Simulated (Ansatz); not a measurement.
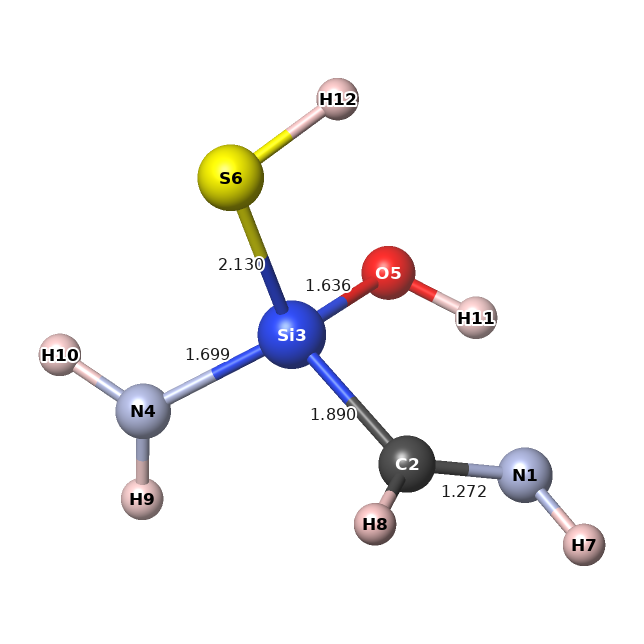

Bond lengths are marked in Å; every bond is drawn as one stick. Computed geometry: PBE0-D4/def2-TZVP optimisation. No frequency run is at hand to confirm it as a minimum.

Assign a bond order to each marked bond.

Answer. N1–C2 double; C2–Si3 single; Si3–N4 single; Si3–O5 single; Si3–S6 single.

Give the structure as SMILES.

Answer. [H]/N=C/[Si@](N)(O)S
